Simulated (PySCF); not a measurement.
# Ce³²⁺, Ce³³⁺: ionisation energy in even-tempered 18s13p8d4f3g, part 1 of 2

Wanted: the ionisation energy of cerium, up a ladder of methods.

Program: PySCF 2.14.0. Level of theory: unrestricted determinants in a Gaussian basis, no spin-orbit coupling in the energies. These are calculated values, not measurements, unless marked.

## Step 1: The system

```
Element                                   : cerium (Z = 58)
Basis                                     : an even-tempered Gaussian basis (18 s from 5 bohr⁻², ratio 2.5; 13 p from 6.5 bohr⁻², ratio 2.5; 8 d from 6.5 bohr⁻², ratio 2.5; 4 f from 28 bohr⁻², ratio 2.7; 3 g from 42 bohr⁻², ratio 2.7)
Hamiltonian                               : the spin-free X2C one-electron Hamiltonian (Gaussian nucleus)
State 1                                   : Ce³²⁺: [Ar] 3d8, high-spin 3F determinant
State 2                                   : Ce³³⁺: [Ar] 3d7, high-spin 4F determinant
Methods                                   : UHF, LDA, PBE, PBE0, r2SCAN, MN15, BP86, MP2
Core shells frozen in the correlated runs : outer shells: [Ne] (for Ce³²⁺)
```

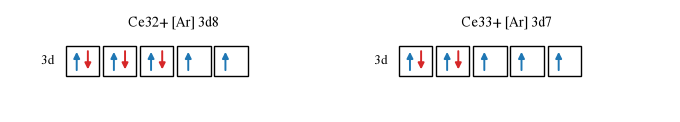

Outer shells as boxes.

The runs were made by one driver on top of PySCF. The scripts below sum up each run's settings (the driver also hands on starting orbitals that pick excited configurations, and frozen orbitals as a list rather than a count), and the logs come from the driver's own runs. The driver starts from symmetry-adapted Hartree-Fock orbitals, holds the occupation by maximum overlap and uses a logarithmic radial grid for functionals, so a plain start would take other cycles.

The integrals over 152 functions and the set-up took 2.1 s of CPU time.

## Step 2: Ce³²⁺, method by method

Level: UHF.

The input, input.py:

```python
from pyscf import gto, scf, dft, mp, cc
mol = gto.M(atom="Ce 0 0 0", charge=32, spin=2, symmetry="D2h",
            basis=gto.etbs([(0, 18, 5, 2.5), (1, 13, 6.5, 2.5), (2, 8, 6.5, 2.5), (3, 4, 28, 2.7), (4, 3, 42, 2.7)]),
            nucmod="G")
mf = scf.UHF(mol).sfx2c1e()
mf.irrep_nelec = {'Ag': (5, 3), 'B1g': (1, 1), 'B2g': (1, 1), 'B3g': (1, 1), 'B1u': (2, 2), 'B2u': (2, 2), 'B3u': (2, 2)}
mf.kernel()
```

Log:

```text
damping factor = 0
level_shift factor = 0
DIIS = <class 'pyscf.scf.diis.CDIIS'>
diis_start_cycle = 1
diis_space = 10
diis_damp = 0
SCF conv_tol = 1e-09
SCF conv_tol_grad = None
number electrons alpha = 14  beta = 12
cycle= 1 E= -8238.63426402012  delta_E= -0.0107  |g|= 0.0483  |ddm|= 0.0114
cycle= 2 E= -8238.63428802835  delta_E= -2.4e-05  |g|= 0.00244  |ddm|= 0.000618
cycle= 3 E= -8238.63428809377  delta_E= -6.54e-08  |g|= 2.01e-05  |ddm|= 3.53e-05
cycle= 4 E= -8238.63428809376  delta_E= 7.28e-12  |g|= 1.24e-06  |ddm|= 4.25e-07
converged SCF energy = -8238.63428809376  <S^2> = 2.0002312  2S+1 = 3.0001541
```

It used 25 s of CPU time after the integrals (shared host).

The occupied shells:

```csv
shell,electrons,mean orbital energy (eV),spread (eV),rms radius (bohr)
1s α,1,-41957.2,0,0.0280
1s β,1,-41957.0,0,0.0280
2s α,1,-7899.4,0,0.113
2s β,1,-7886.8,0,0.113
2p α,3,-7214.2,0,0.101
2p β,3,-7201.7,0,0.101
3s α,1,-2634.9,0,0.288
3s β,1,-2619.4,0,0.288
3p α,3,-2412.0,0,0.286
3p β,3,-2392.6,0,0.286
3d α,5,-2109.6,5.640,0.259
3d β,3,-2099.4,0,0.259
```

⟨S²⟩ = 2.000, ⟨L²⟩ = 12.00.

Spin-orbit constants on these orbitals (cm⁻¹; bare nucleus, screened nucleus, mean field): 3d 80300, 66450, 64980. To first order in LS coupling the lowest level has J = 4 and lies 12.1 eV below the centre of the term.

Spin-orbit coupling is strong in this species (close to jj coupling), so the high-spin LS determinant is a model state, not a physical level.

Level: LDA.

input.py, as changed from the run before:

```diff
@@ -4,3 +4,3 @@
             nucmod="G")
-mf = scf.UHF(mol).sfx2c1e()
+mf = dft.UKS(mol, xc="LDA,VWN").sfx2c1e()
 mf.irrep_nelec = {'Ag': (5, 3), 'B1g': (1, 1), 'B2g': (1, 1), 'B3g': (1, 1), 'B1u': (2, 2), 'B2u': (2, 2), 'B3u': (2, 2)}
```

Log:

```text
damping factor = 0
level_shift factor = 0
DIIS = <class 'pyscf.scf.diis.CDIIS'>
diis_start_cycle = 1
diis_space = 10
diis_damp = 0
SCF conv_tol = 1e-09
SCF conv_tol_grad = None
number electrons alpha = 14  beta = 12
XC functionals = LDA,VWN
    P. A. M. Dirac.,  Math. Proc. Cambridge Philos. Soc. 26, 376 (1930)
    F. Bloch.,  Z. Phys. 57, 545 (1929)
    S. H. Vosko, L. Wilk, and M. Nusair.,  Can. J. Phys. 58, 1200 (1980)
cycle= 1 E= -8232.35714636179  delta_E= -0.0235  |g|= 0.0667  |ddm|= 0.0551
cycle= 2 E= -8232.35716047767  delta_E= -1.41e-05  |g|= 0.00921  |ddm|= 0.00127
cycle= 3 E= -8232.35716121236  delta_E= -7.35e-07  |g|= 0.00102  |ddm|= 0.000264
cycle= 4 E= -8232.35716122362  delta_E= -1.13e-08  |g|= 1.18e-05  |ddm|= 2.96e-05
cycle= 5 E= -8232.35716122362  delta_E= 1.82e-12  |g|= 1.47e-07  |ddm|= 3.92e-07
converged SCF energy = -8232.35716122362  <S^2> = 2.0000302  2S+1 = 3.0000201
```

CPU time 3.8 s on a shared host, the integrals not counted.

Level: PBE.

input.py, as changed from the run before:

```diff
@@ -4,3 +4,3 @@
             nucmod="G")
-mf = dft.UKS(mol, xc="LDA,VWN").sfx2c1e()
+mf = dft.UKS(mol, xc="PBE").sfx2c1e()
 mf.irrep_nelec = {'Ag': (5, 3), 'B1g': (1, 1), 'B2g': (1, 1), 'B3g': (1, 1), 'B1u': (2, 2), 'B2u': (2, 2), 'B3u': (2, 2)}
```

Log:

```text
damping factor = 0
level_shift factor = 0
DIIS = <class 'pyscf.scf.diis.CDIIS'>
diis_start_cycle = 1
diis_space = 10
diis_damp = 0
SCF conv_tol = 1e-09
SCF conv_tol_grad = None
number electrons alpha = 14  beta = 12
XC functionals = PBE
    J. P. Perdew, K. Burke, and M. Ernzerhof.,  Phys. Rev. Lett. 77, 3865 (1996)
    J. P. Perdew, K. Burke, and M. Ernzerhof.,  Phys. Rev. Lett. 78, 1396 (1997)
    J. P. Perdew, K. Burke, and M. Ernzerhof.,  Phys. Rev. Lett. 77, 3865 (1996)
    J. P. Perdew, K. Burke, and M. Ernzerhof.,  Phys. Rev. Lett. 78, 1396 (1997)
cycle= 1 E= -8239.68235062218  delta_E= -0.0159  |g|= 0.0152  |ddm|= 0.0433
cycle= 2 E= -8239.68235180723  delta_E= -1.19e-06  |g|= 0.000815  |ddm|= 0.000472
cycle= 3 E= -8239.6823518163  delta_E= -9.07e-09  |g|= 0.000212  |ddm|= 3.46e-05
cycle= 4 E= -8239.68235181682  delta_E= -5.24e-10  |g|= 3.36e-06  |ddm|= 6.12e-06
converged SCF energy = -8239.68235181682  <S^2> = 2.0000471  2S+1 = 3.0000314
```

CPU time 4.1 s on a shared host, the integrals not counted.

Level: PBE0.

input.py, as changed from the run before:

```diff
@@ -4,3 +4,3 @@
             nucmod="G")
-mf = dft.UKS(mol, xc="PBE").sfx2c1e()
+mf = dft.UKS(mol, xc="PBE0").sfx2c1e()
 mf.irrep_nelec = {'Ag': (5, 3), 'B1g': (1, 1), 'B2g': (1, 1), 'B3g': (1, 1), 'B1u': (2, 2), 'B2u': (2, 2), 'B3u': (2, 2)}
```

Log:

```text
damping factor = 0
level_shift factor = 0
DIIS = <class 'pyscf.scf.diis.CDIIS'>
diis_start_cycle = 1
diis_space = 10
diis_damp = 0
SCF conv_tol = 1e-09
SCF conv_tol_grad = None
number electrons alpha = 14  beta = 12
XC functionals = PBE0
    C. Adamo and V. Barone.,  J. Chem. Phys. 110, 6158 (1999)
    M. Ernzerhof and G. E. Scuseria.,  J. Chem. Phys. 110, 5029 (1999)
cycle= 1 E= -8239.77585164193  delta_E= -0.0106  |g|= 0.0188  |ddm|= 0.0315
cycle= 2 E= -8239.77585370551  delta_E= -2.06e-06  |g|= 0.000432  |ddm|= 0.000377
cycle= 3 E= -8239.77585370709  delta_E= -1.58e-09  |g|= 2.72e-05  |ddm|= 1.23e-05
cycle= 4 E= -8239.77585370711  delta_E= -1.82e-11  |g|= 5.38e-06  |ddm|= 1.06e-06
converged SCF energy = -8239.77585370711  <S^2> = 2.0000783  2S+1 = 3.0000522
```

CPU time 7.2 s on a shared host, the integrals not counted.

Level: r2SCAN.

input.py, as changed from the run before:

```diff
@@ -4,3 +4,3 @@
             nucmod="G")
-mf = dft.UKS(mol, xc="PBE0").sfx2c1e()
+mf = dft.UKS(mol, xc="R2SCAN").sfx2c1e()
 mf.irrep_nelec = {'Ag': (5, 3), 'B1g': (1, 1), 'B2g': (1, 1), 'B3g': (1, 1), 'B1u': (2, 2), 'B2u': (2, 2), 'B3u': (2, 2)}
```

Log:

```text
damping factor = 0
level_shift factor = 0
DIIS = <class 'pyscf.scf.diis.CDIIS'>
diis_start_cycle = 1
diis_space = 10
diis_damp = 0
SCF conv_tol = 1e-09
SCF conv_tol_grad = None
number electrons alpha = 14  beta = 12
XC functionals = R2SCAN
    J. W. Furness, A. D. Kaplan, J. Ning, J. P. Perdew, and J. Sun.,  J. Phys. Chem. Lett. 11, 8208-8215 (2020)
    J. W. Furness, A. D. Kaplan, J. Ning, J. P. Perdew, and J. Sun.,  J. Phys. Chem. Lett. 11, 9248-9248 (2020)
    J. W. Furness, A. D. Kaplan, J. Ning, J. P. Perdew, and J. Sun.,  J. Phys. Chem. Lett. 11, 8208-8215 (2020)
    J. W. Furness, A. D. Kaplan, J. Ning, J. P. Perdew, and J. Sun.,  J. Phys. Chem. Lett. 11, 9248-9248 (2020)
cycle= 1 E= -8240.28813082836  delta_E= -0.0121  |g|= 0.0229  |ddm|= 0.029
cycle= 2 E= -8240.28813348707  delta_E= -2.66e-06  |g|= 0.000654  |ddm|= 0.000313
cycle= 3 E= -8240.28813348898  delta_E= -1.92e-09  |g|= 4.58e-05  |ddm|= 7.02e-06
cycle= 4 E= -8240.28813348897  delta_E= 1.64e-11  |g|= 4.35e-06  |ddm|= 8.71e-07
converged SCF energy = -8240.28813348897  <S^2> = 2.000109  2S+1 = 3.0000727
```

CPU time 11 s on a shared host, the integrals not counted.

Level: MN15.

input.py, as changed from the run before:

```diff
@@ -4,3 +4,3 @@
             nucmod="G")
-mf = dft.UKS(mol, xc="R2SCAN").sfx2c1e()
+mf = dft.UKS(mol, xc="MN15").sfx2c1e()
 mf.irrep_nelec = {'Ag': (5, 3), 'B1g': (1, 1), 'B2g': (1, 1), 'B3g': (1, 1), 'B1u': (2, 2), 'B2u': (2, 2), 'B3u': (2, 2)}
```

Log:

```text
damping factor = 0
level_shift factor = 0
DIIS = <class 'pyscf.scf.diis.CDIIS'>
diis_start_cycle = 1
diis_space = 10
diis_damp = 0
SCF conv_tol = 1e-09
SCF conv_tol_grad = None
number electrons alpha = 14  beta = 12
XC functionals = MN15
    H. S. Yu, X. He, S. L. Li, and D. G. Truhlar.,  Chem. Sci. 7, 5032-5051 (2016)
    H. S. Yu, X. He, S. L. Li, and D. G. Truhlar.,  Chem. Sci. 7, 5032-5051 (2016)
cycle= 1 E= -8246.33900896081  delta_E= -0.35  |g|=  2.8  |ddm|= 0.163
cycle= 2 E= -8246.33988526035  delta_E= -0.000876  |g|= 0.186  |ddm|= 0.0059
cycle= 3 E= -8246.33990691481  delta_E= -2.17e-05  |g|= 0.0114  |ddm|= 0.00153
cycle= 4 E= -8246.33990781091  delta_E= -8.96e-07  |g|= 0.00139  |ddm|= 0.000323
cycle= 5 E= -8246.33990782917  delta_E= -1.83e-08  |g|= 5.72e-05  |ddm|= 4.1e-05
cycle= 6 E= -8246.33990782919  delta_E= -2.18e-11  |g|= 1.03e-06  |ddm|= 1.37e-06
converged SCF energy = -8246.33990782919  <S^2> = 2.000124  2S+1 = 3.0000827
```

It used 19 s of CPU time after the integrals (shared host).

Level: BP86.

input.py, as changed from the run before:

```diff
@@ -4,3 +4,3 @@
             nucmod="G")
-mf = dft.UKS(mol, xc="MN15").sfx2c1e()
+mf = dft.UKS(mol, xc="B88,P86").sfx2c1e()
 mf.irrep_nelec = {'Ag': (5, 3), 'B1g': (1, 1), 'B2g': (1, 1), 'B3g': (1, 1), 'B1u': (2, 2), 'B2u': (2, 2), 'B3u': (2, 2)}
```

Log:

```text
damping factor = 0
level_shift factor = 0
DIIS = <class 'pyscf.scf.diis.CDIIS'>
diis_start_cycle = 1
diis_space = 10
diis_damp = 0
SCF conv_tol = 1e-09
SCF conv_tol_grad = None
number electrons alpha = 14  beta = 12
XC functionals = B88,P86
    A. D. Becke.,  Phys. Rev. A 38, 3098 (1988)
    J. P. Perdew.,  Phys. Rev. B 33, 8822 (1986)
cycle= 1 E= -8241.00357696407  delta_E= -0.0153  |g|= 0.0226  |ddm|= 0.0405
cycle= 2 E= -8241.00357944232  delta_E= -2.48e-06  |g|= 0.00343  |ddm|= 0.000598
cycle= 3 E= -8241.00357954272  delta_E= -1e-07  |g|= 0.000314  |ddm|= 9.42e-05
cycle= 4 E= -8241.00357954384  delta_E= -1.12e-09  |g|= 9.33e-06  |ddm|= 9.5e-06
cycle= 5 E= -8241.00357954384  delta_E= -1.82e-12  |g|= 4.72e-08  |ddm|= 3.05e-07
converged SCF energy = -8241.00357954384  <S^2> = 2.0000463  2S+1 = 3.0000308
```

CPU time 4.9 s on a shared host, the integrals not counted.

Level: MP2 (outer shells).

input.py, as changed from the run before:

```diff
@@ -4,4 +4,5 @@
             nucmod="G")
-mf = dft.UKS(mol, xc="B88,P86").sfx2c1e()
+mf = scf.UHF(mol).sfx2c1e()
 mf.irrep_nelec = {'Ag': (5, 3), 'B1g': (1, 1), 'B2g': (1, 1), 'B3g': (1, 1), 'B1u': (2, 2), 'B2u': (2, 2), 'B3u': (2, 2)}
 mf.kernel()
+mp.UMP2(mf, frozen=5).kernel()
```

This step left no log, only its results.

It used 7.8 s of CPU time after the integrals (shared host).

With 16 electrons correlated, the MP2 correlation energy is -0.64883 hartree (-0.20759 same spin, -0.44124 opposite spin); the SCS form gives -0.59868. Largest pairs of shells: 3d-3d -0.2514, 3p-3d -0.2406, 3p-3p -0.0674, 3s-3d -0.0480, 3s-3p -0.0361.

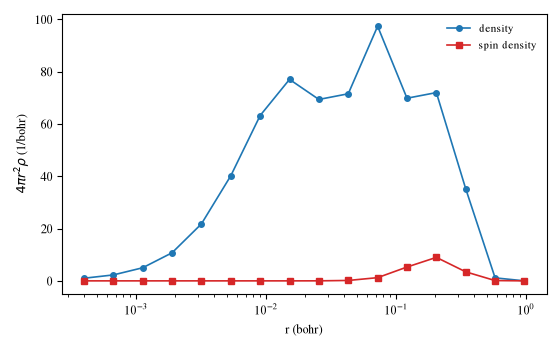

Radial density 4πr²ρ of Ce³²⁺ at UHF, without picture-change correction, at 16 stored radii joined by straight lines.

(Continued in part 2 of 2.)
